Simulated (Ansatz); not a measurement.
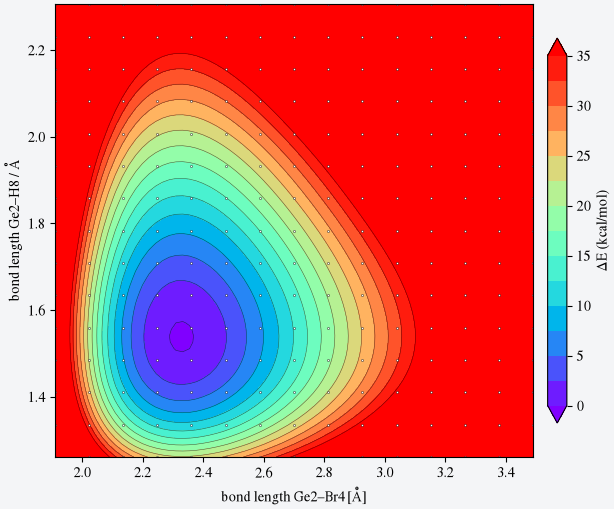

CH4BrClGe, SMILES [CH3][GeH]([Cl])[Br]. The first coordinate is: bond length Ge2–Br4; the second: bond length Ge2–H8. Nothing is relaxed (all other coordinates rigid). The grid has 15 × 15 points. Energies are in kcal/mol, from the lowest grid point. The reference is spin-restricted, which grows unreliable where a bond is stretched far. These are results of RKS B3LYP-D4/def2-SVP (Ansatz), not measurements.

Drawn: filled contours, dots at the grid points, one colour for all values above the top of the scale. Between grid points the surface is interpolated.

Estimate the position of the minimum and the force constants in these coordinates.

Answer. The interpolated minimum is at bond length Ge2–Br4 ≈ 2.327 Å, bond length Ge2–H8 ≈ 1.537 Å. The curvatures there are about 13 eV/Å² and 17 eV/Å², with a cross term of about 0 eV/Å². Round the minimum the two coordinates are nearly uncoupled. (1 eV is 23.1 kcal/mol.)
